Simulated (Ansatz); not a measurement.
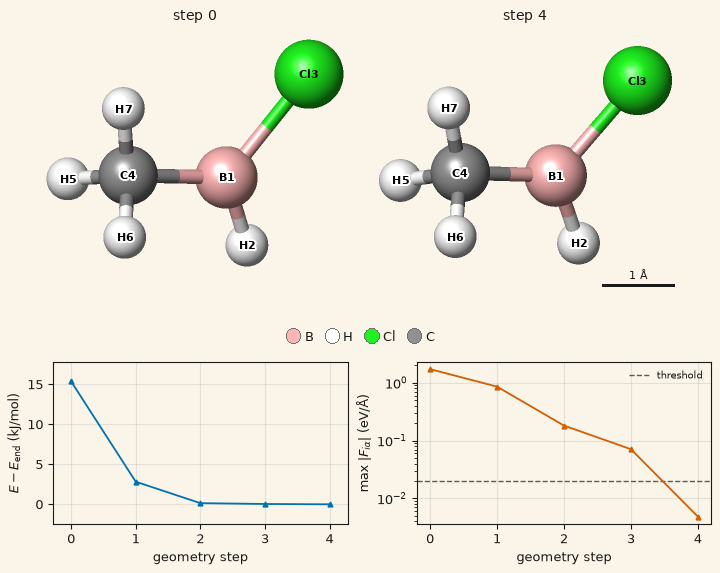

First and last geometry of a relaxation of CH$_{4}$BCl, with the history of the run. A ball-and-stick model, seen at a tilt.

The run prepares the start of a later molecular dynamics calculation, from a guessed geometry.

All numbers below come from RKS PBE-D4/def2-SVP in Ansatz 0.2.0. Settings: no spin polarisation; force threshold 0.02 eV/Å; at most 40 steps.

**Did the run converge, and what did it change?**

It converged. The largest move after the best rigid fit is that of Cl3, 0.095 Å. By element the largest moves are Cl 0.095 Å, H 0.073 Å, C 0.050 Å, B 0.036 Å. Among the contacts that change: B1–Cl3 1.860 → 1.764 Å, B1–C4 1.600 → 1.558 Å, B1–H2 1.190 → 1.216 Å. Bond angles that change, for instance: B1–C4–H7 109.5° → 115.4°, H5–C4–H6 109.4° → 104.5°, H2–B1–Cl3 120.0° → 115.6°. The energy falls by 15.4 kJ/mol in 4 geometry steps. Largest force component: 1.7 eV/Å at the start, 0.0049 eV/Å at the end. The run took 9.9 s on 1 thread of Arm Neoverse V1, with other jobs on the host, peak memory 0.12 GiB.
